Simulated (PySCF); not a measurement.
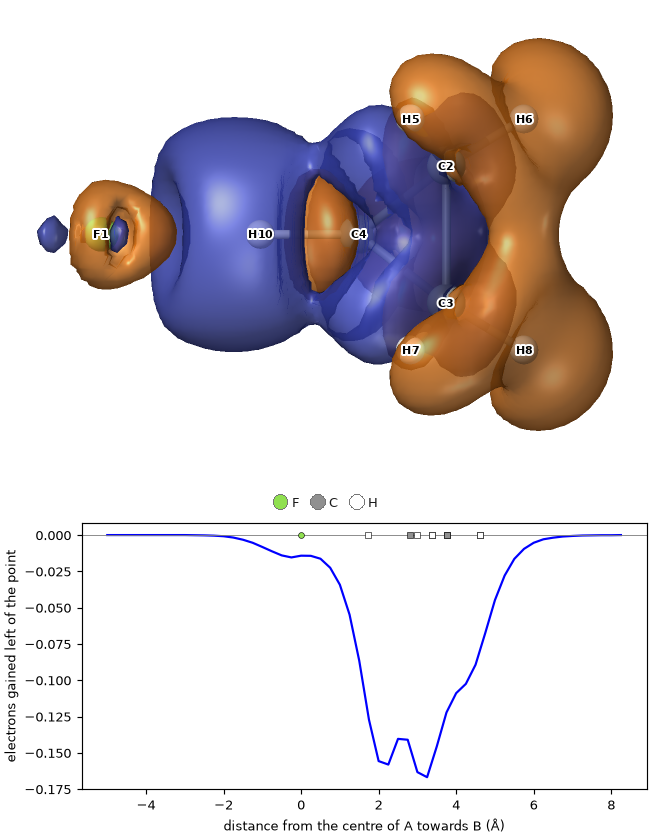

C3H6F, charge −1, SMILES `[F-].C1CC1`. Density of the complex less the densities of the two fragments at the same geometry, ±0.005 e/Å³ (orange: gain, blue: loss). Fragment A: F(−1) (atom 1); fragment B: H6C3. Below: the charge-displacement curve along the line of centres (A on the left).

PySCF calculation, TPSS/6-311+G**, gas phase; geometry: GFN2-xTB.

The calculation's input:

```python
import numpy as np
from pyscf import gto, scf, dft
from pyscf.scf import atom_ks, atom_hf
from scipy.linalg import block_diag
from pyscf.dispersion import dftd3

def solve(mol, dm0=None, hcore=None):
    mf = (dft.UKS if mol.spin else dft.RKS)(mol, xc='tpss')
    mf.grids.level = 3
    mf = mf.density_fit(auxbasis='def2-universal-jkfit')
    mf.conv_tol, mf.max_cycle = 1e-8, 80
    if hcore is not None:
        mf.get_hcore = lambda *args: hcore
    mf.kernel(dm0)
    if not mf.converged:
        mf = mf.newton().run(mf.mo_coeff, mf.mo_occ, max_cycle=30)
    assert mf.converged, 'SCF not converged'
    return mf

mol = gto.M(atom='''
F      2.50035     0.00004     0.12922
C     -1.26945    -0.74945     0.22464
C     -1.26931     0.74966     0.22439
C     -0.27021    -0.00031    -0.59710
H     -0.92185    -1.25911     1.11104
H     -2.09019    -1.25854    -0.26987
H     -0.92162     1.25956     1.11061
H     -2.08996     1.25874    -0.27030
H     -0.41125    -0.00017    -1.67059
H      0.78557    -0.00024    -0.28551
''', basis='6-311+g**', charge=-1, spin=0, verbose=4)
mol_a = gto.M(atom='''
F      2.50035     0.00004     0.12922
ghost-C     -1.26945    -0.74945     0.22464
ghost-C     -1.26931     0.74966     0.22439
ghost-C     -0.27021    -0.00031    -0.59710
ghost-H     -0.92185    -1.25911     1.11104
ghost-H     -2.09019    -1.25854    -0.26987
ghost-H     -0.92162     1.25956     1.11061
ghost-H     -2.08996     1.25874    -0.27030
ghost-H     -0.41125    -0.00017    -1.67059
ghost-H      0.78557    -0.00024    -0.28551
''', basis='6-311+g**', charge=-1, spin=0, verbose=4)
mol_b = gto.M(atom='''
ghost-F      2.50035     0.00004     0.12922
C     -1.26945    -0.74945     0.22464
C     -1.26931     0.74966     0.22439
C     -0.27021    -0.00031    -0.59710
H     -0.92185    -1.25911     1.11104
H     -2.09019    -1.25854    -0.26987
H     -0.92162     1.25956     1.11061
H     -2.08996     1.25874    -0.27030
H     -0.41125    -0.00017    -1.67059
H      0.78557    -0.00024    -0.28551
''', basis='6-311+g**', charge=0, spin=0, verbose=4)
ab, a, b = solve(mol), solve(mol_a), solve(mol_b)
e_int = ab.e_tot - a.e_tot - b.e_tot
print('counterpoise-corrected interaction energy / kcal/mol', e_int * 627.5095)
def disp(atoms, charge):
    m = gto.M(atom=atoms, charge=charge, basis='sto-3g', spin=None, unit='Bohr', verbose=0)
    return dftd3.DFTD3Dispersion(m, xc='tpss', version='d3bj').get_dispersion()['energy']
e_disp = disp(mol._atom, mol.charge) - disp(mol._atom[:1], mol_a.charge) - disp(mol._atom[1:], mol_b.charge)
print('D3(BJ) part / kcal/mol', e_disp * 627.5095)
# spherically averaged free atoms, for the promolecule
atm = atom_ks.get_atm_nrks(mol, xc='tpss')
pro = block_diag(*[(atm[a[0]][2] * atm[a[0]][3]) @ atm[a[0]][2].T for a in mol._atom])
np.savez('result.npz', e_int=e_int, e_disp=e_disp, dm_a=a.make_rdm1(), dm_b=b.make_rdm1(), c=ab.mo_coeff, occ=ab.mo_occ, eps=ab.mo_energy, pro=pro, d=[f.dip_moment(verbose=0) for f in (ab, a, b)])
```

Run with:

```sh
OMP_NUM_THREADS=1 python input.py
```

The run took 83 s on 1 thread of Arm Neoverse V1, with other jobs on the host, peak memory 0.52 GiB.

Partitions, critical points and surface values were worked out afterwards from this run's density.

Which way does charge flow?

Answer. Hirshfeld charges show 0.031 e passing from A to B. By Hirshfeld charges, electrons gather most on H6 and H8 alike (−0.031 e) and leave H10 most (+0.085 e); 0.28 e is displaced in all.

What is the interaction energy, and which contacts carry it?

Answer. The counterpoise-corrected interaction energy of the frozen fragments is −9.5 kcal/mol without dispersion correction and −10.0 kcal/mol with D3(BJ). The pair geometry is semi-empirical, not a minimum at this level. Contacts: F1···H10, weak C–H hydrogen bond, 1.76 Å, ρ = 0.038 a.u. The pose is a local one from a semi-empirical search, not shown to be the most stable.
